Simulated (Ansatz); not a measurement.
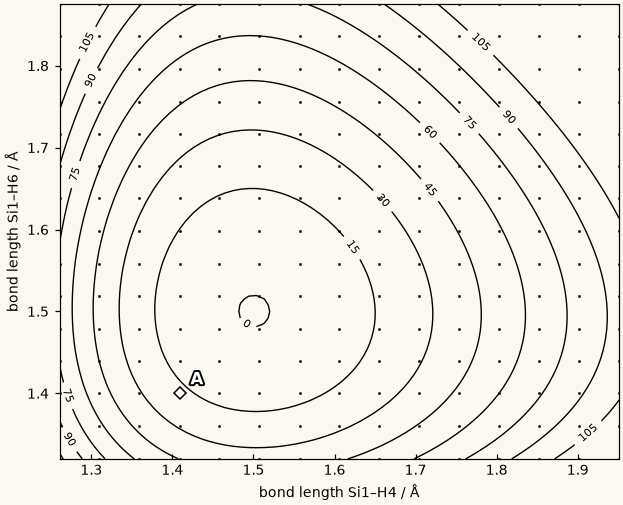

ClH4Si2, SMILES [SiH3][SiH-]Cl, charge −1. 
- Coordinates scanned: (1) bond length Si1–H4; (2) bond length Si1–H6.
- Nothing is relaxed (all other coordinates rigid).
- Grid: 15 × 15 points.
- Energies are in kJ/mol, from the lowest grid point.
- Theory: RHF/def2-SVPD in Ansatz.

The picture shows contour lines labelled in kJ/mol (none above 105), dots at the grid points, the point A. Between grid points the surface is interpolated.

**Is A at rest? If not, where is it pushed?**

A, at bond length Si1–H4 = 1.409 Å, bond length Si1–H6 = 1.400 Å, is not a stationary point. The computed force is 194 kJ/mol for each Å towards larger values of bond length Si1–H4 and 220 kJ/mol for each Å towards larger values of bond length Si1–H6.
